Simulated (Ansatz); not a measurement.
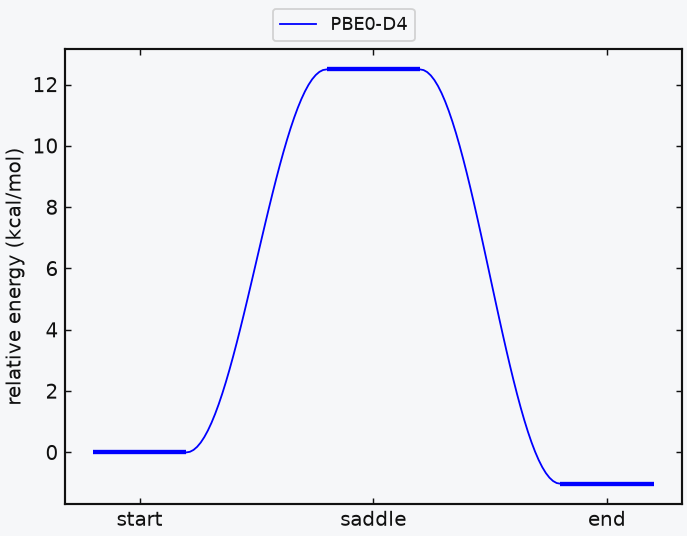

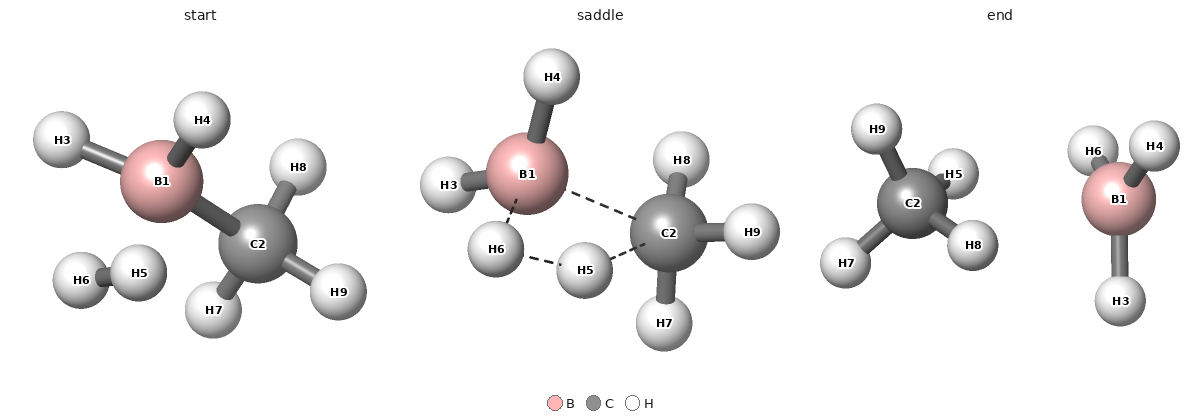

One elementary step of CH₇B: start, first-order saddle point (changing pairs dashed) and end. Electronic energies at PBE0-D4/def2-TZVP geometries, energies in def2-TZVPP, the Ansatz code 0.2.0; cores frozen in correlated methods, no zero-point terms. Start and end are the structures at the ends of the path (complexes, where there are several molecules). Lines between the levels only guide the eye.

Which bonds change in the step?

C2–H5 (2.44 → 1.43 → 1.10 Å) forms; B1–C2 (1.59 → 1.77 → 2.70 Å) and H5–H6 (0.81 → 1.12 → 2.09 Å) break; B1–H6 (1.43 → 1.27 → 1.20 Å) closes from a weak contact (lengths at start, saddle and end; changes of bond order aren't listed). The imaginary mode at the saddle is 1055.0i cm⁻¹ (PBE0-D4).

Give the barriers and step energies (kcal/mol).

| level | barrier | reverse barrier | step energy |
| --- | --- | --- | --- |
| PBE0-D4 | 12.5 | 13.5 | −1.0 |
